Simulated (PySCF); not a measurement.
# One shape, several levels: SiH3O (SMILES O[SiH2])

Aim: a comparison of 6 runs (U-r2SCAN/STO-3G, U-wB97X-V/STO-3G, UM06-2X/STO-3G, UPBE/STO-3G, UPBE0/STO-3G, FCI/STO-3G) of SiH3O. 

The calculation is run with PySCF 2.14.0.

10 further runs of the same task are left out: 10 set aside as unsound or not needed.

**1. The structure to begin with**

SiH3O: 5 atoms, total charge 0, spin state doublet. As SMILES, `O[SiH2]`. The Si2–H5 distance was set to 4.055 Å, away from the relaxed value. At this shape a bond of the SMILES string is far longer than usual.

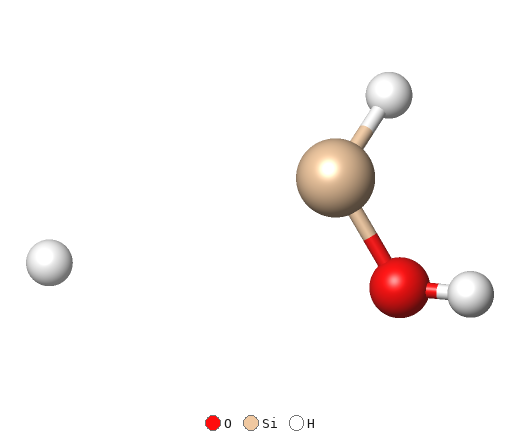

Viewed from a chosen angle; oxygen red, silicon light orange, hydrogen white.

**2. A single-point energy at U-r2SCAN/STO-3G (run 1)**

Input file job.py:

```python
from pyscf import gto, dft

mol = gto.M(
    atom=[
    ('O', (0.632981, -2.907085, -0.021212)),
    ('Si', (0.077601, -2.131375, -1.353612)),
    ('H', (0.801361, -3.843985, -0.004872)),
    ('H', (-1.169149, -2.726905, -1.820432)),
    ('H', (-0.040110, 1.716040, -0.078560)),
],
    basis='sto-3g',
    spin=1,
    verbose=4,
    max_memory=1860,
    charge=0,
)

calc0 = dft.UKS(mol, xc='r2scan')
calc0.grids.level = 5
calc0.conv_tol = 1e-10
calc0.kernel()
if not calc0.converged:
    calc0 = calc0.newton().run(calc0.mo_coeff, calc0.mo_occ)

e_final = calc0.e_tot
print('Final energy', e_final)
```

The run is started by

```sh
OMP_NUM_THREADS=1 python job.py
```

The program printed:

```text
PySCF version 2.14.0

[... 57 lines left out ...]
WARN: HOMO -0.171845340958252 >= LUMO -0.171845340958251
[... 54 lines left out ...]
converged SCF energy = -361.827882087932  <S^2> = 0.75007294  2S+1 = 2.0000729
Final energy -361.82788208793187
```

Run time: 6.3 s. Hardware: 1 thread of Arm Neoverse V2, shared host; peak memory 0.21 GiB.

**3. A single-point energy at U-wB97X-V/STO-3G (run 2)**

Input file start.xyz:

```xyz
5

O      0.632981    -2.907085    -0.021212
Si     0.077601    -2.131375    -1.353612
H      0.801361    -3.843985    -0.004872
H     -1.169149    -2.726905    -1.820432
H     -0.040110     1.716040    -0.078560
```

Input file input.py:

```python
from pyscf import gto, dft

mol = gto.M(
    atom='start.xyz',
    spin=1,
    basis='sto-3g',
    max_memory=1860,
    verbose=3,
)

mf = dft.UKS(mol)
mf.xc = 'wb97x-v'
mf.nlcgrids.level = 1
mf.conv_tol = 1e-10
mf.grids.level = 5
mf.kernel()
if not mf.converged:
    mf = mf.newton().run(mf.mo_coeff, mf.mo_occ)

e_tot = mf.e_tot
print('E(%s) = %.9f' % ('WB97X-V', e_tot))
```

The run is started by

```sh
OMP_NUM_THREADS=1 python input.py
```

The program printed:

```text
converged SCF energy = -361.81315425024  <S^2> = 0.75000327  2S+1 = 2.0000033
E(WB97X-V) = -361.813154250
```

It took 19 s on 1 thread of Arm Neoverse V2, shared host; peak memory 0.2 GiB.

Runs 3 to 5 aren't shown in full; the table further down has their settings and results.

**4. The energy at FCI/STO-3G (run 6)**

Input file geometry.xyz:

```xyz
5
H3OSi
O      0.632981    -2.907085    -0.021212
Si     0.077601    -2.131375    -1.353612
H      0.801361    -3.843985    -0.004872
H     -1.169149    -2.726905    -1.820432
H     -0.040110     1.716040    -0.078560
```

Input file input.py:

```python
from pyscf import gto, scf, mcscf

mol = gto.Mole()
mol.atom = 'geometry.xyz'
mol.spin = 1
mol.basis = 'sto-3g'
mol.max_memory = 1860
mol.verbose = 4
mol.build()

mf = scf.ROHF(mol)
mf.conv_tol = 1e-10
mf.kernel()
if not mf.converged:
    mf = mf.newton().run(mf.mo_coeff, mf.mo_occ)

cas = mcscf.CASCI(mf, mf.mo_coeff.shape[-1] - 6, (mol.nelec[0] - 6, mol.nelec[1] - 6))  # full CI above the frozen core
cas.fix_spin_(ss=0.75)
cas.kernel()
e_final = cas.e_tot
print('Final energy', e_final)
```

The run is started by

```sh
OMP_NUM_THREADS=1 python input.py
```

The program printed:

```text
PySCF version 2.14.0

[... 65 lines left out ...]
converged SCF energy = -360.994290258245
[... 1 line left out ...]
******** <class 'pyscf.mcscf.casci.CASCI'> ********
CAS (7e+6e, 11o), ncore = 6, nvir = 0
natorb = False
canonicalization = True
sorting_mo_energy = False
******** <class 'pyscf.fci.addons.SpinPenaltyFCISolver'> ********
max. cycles = 200
conv_tol = 1e-08
davidson only = True
linear dependence = 1e-12
level shift = 0.001
max iter space = 12
nroots = 1
pspace_size = 400
spin = None
Density matrix diagonal elements [1.99217479 1.97668182 1.97700724 1.96971903 1.98008904 1.94188644
 1.00000184 0.06987282 0.0336627  0.03220458 0.02669969]
CASCI converged
CASCI E = -361.087593060612  E(CI) = -36.9348569706361  S^2 = 0.7500000
Final energy -361.0875930606122
```

Wall time 3.3 s (1 thread of Arm Neoverse V2, shared host); peak memory 0.15 GiB.

**5. The series**

```
run             level  nlc grid  integration grid  energy (Eh)  dipole moment (D) of the reference  HOMO energy (eV)  LUMO energy (eV)  wall time
  1   U-r2SCAN/STO-3G         –                 5  -361.827882                                1.81             -1.17              1.48      6.3 s
  2  U-wB97X-V/STO-3G         1                 5  -361.813154                                1.74             -4.65              4.86       19 s
  3    UM06-2X/STO-3G         –                 5  -361.886524                                1.66             -3.49              3.40      5.7 s
  4       UPBE/STO-3G         –                 5  -361.631626                                1.85             -0.89              1.36      3.9 s
  5      UPBE0/STO-3G         –                 5  -361.688767                                1.78             -2.25              2.36      3.9 s
  6        FCI/STO-3G         –                 –  -361.087593                                1.54                 –                 –      3.3 s
```

**6. What came out**

```
                                          quantity          value
                               run 6: total energy  -361.08759 Eh
       run 6: dipole moment (Hartree–Fock density)         1.54 D
run 6: correlation energy (6 core orbitals frozen)      -93.3 mEh
```

What this shows: Over runs 1, 2, 3, 4, 5 the dipole moment (its size) runs from 1.66 D (UM06-2X/STO-3G) to 1.85 D (UPBE/STO-3G). Totals of different functionals can't be ranked against each other. In runs 1, 2, 3, 4, 5, 6 the basis is minimal, so the values are rough. All runs together took 42 s, the longest 19 s.
